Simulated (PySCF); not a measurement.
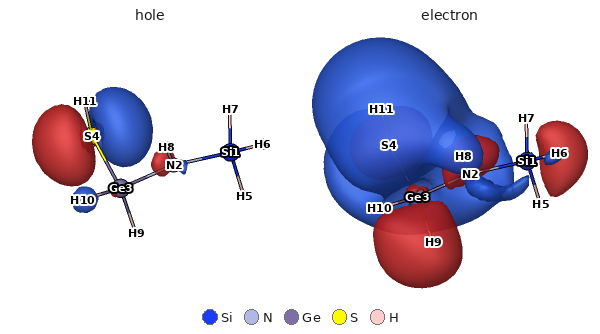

*GeH₇NSSi, SMILES `[SiH3][NH][GeH2][SH]`. Leading natural transition orbital pair of S₃ (TDA singlet states); the surfaces enclose about 70 % of each orbital's density.*

Method: PBE0/6-311G**; geometry: GFN2-xTB; program: PySCF. No frequency check shows the geometry to be a minimum. GFN2-xTB bond lengths at metals and heavier atoms can be off by up to 0.1 Å and shapes distorted, which carries into these values. Without diffuse functions Rydberg states are missing, so the states' numbers hold for this basis only.

Where does the state lie, and where do hole and electron sit?

Answer. 6.39 eV (194 nm), f = 0.054, partly diffuse acceptor orbital, which a basis without diffuse functions describes poorly; the leading pair carries 87 %; hole on S4 (72 %), N2 (9 %) and Ge3 (7 %), electron on S4 (31 %), Ge3 (21 %) and H11 (19 %) (atom shares of so diffuse an orbital are rough); their centroids lie 0.8 Å apart. In canonical orbitals it is mainly HOMO → LUMO+2 (40 %). The HOMO–LUMO gap is 7.27 eV.
